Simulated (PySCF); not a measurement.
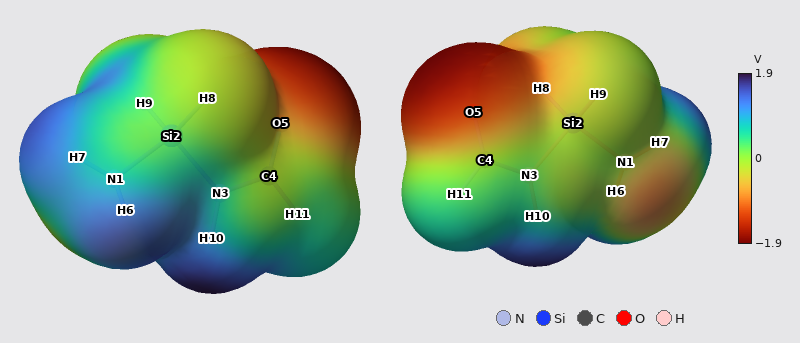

*CH6N2OSi, SMILES `N[SiH2]NC=O`. Electrostatic potential on the surface of electron density 0.001 a.u. (back view left, front view right).*

Level of theory: PBE0/def2-SVP (PySCF), at a geometry from GFN2-xTB. No frequency check shows the geometry to be a minimum.

### Where are the extremes of the potential on the surface?

Highest: 1.86 V, 1.2 Å from H10. Further maxima include 1.57 V, 1.3 Å from H6; 1.49 V, 1.2 Å from H7. Lowest: −1.90 V, 1.7 Å from O5. Further minima include −0.95 V, off the N1–H7 bond (1.9 to 2.1 Å from its atoms). The surface is sampled at points, so like sites can differ by a few per cent and only the strongest of them is named.
